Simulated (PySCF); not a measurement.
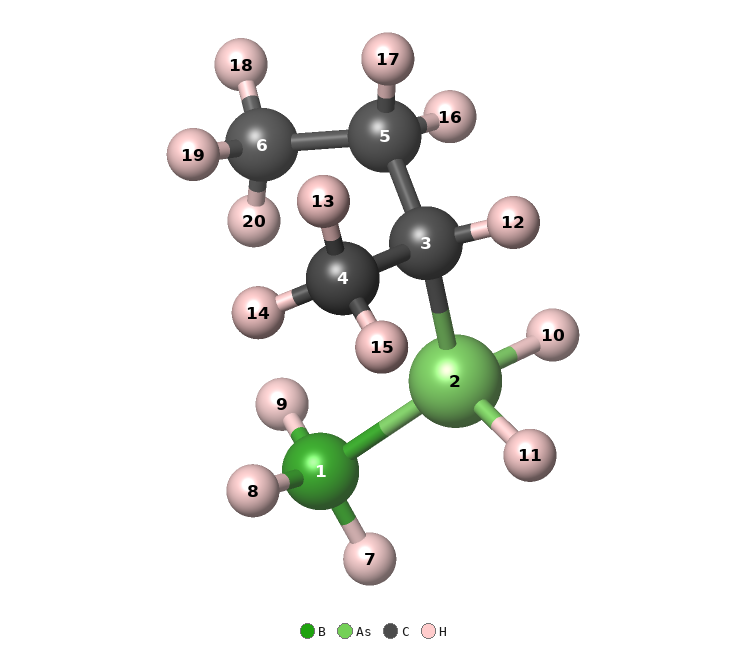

The geometry was computed by an optimisation with PBE0-D3(BJ)/def2-SVP. No frequency run is at hand to confirm it as a minimum.

How are the neighbours of atom 5 arranged?

C5 has 4 neighbours (C3 at 1.53, C6 at 1.52, H16 at 1.10, H17 at 1.10 Å); the arrangement is tetrahedral.

How are the neighbours of atom 2 arranged?

As2 has 4 neighbours (B1 at 2.04, C3 at 1.97, H10 at 1.51, H11 at 1.51 Å); the arrangement is tetrahedral.

What is the geometry at C4?

C4 has 4 neighbours (C3 at 1.52, H13 at 1.10, H14 at 1.10, H15 at 1.10 Å); the arrangement is tetrahedral.

Describe the coordination of atom 1.

B1 has 4 neighbours (As2 at 2.04, H7 at 1.22, H8 at 1.22, H9 at 1.22 Å); the arrangement is tetrahedral.

What is the dihedral angle As2–C3–C5–C6?

69° in size, that is gauche.
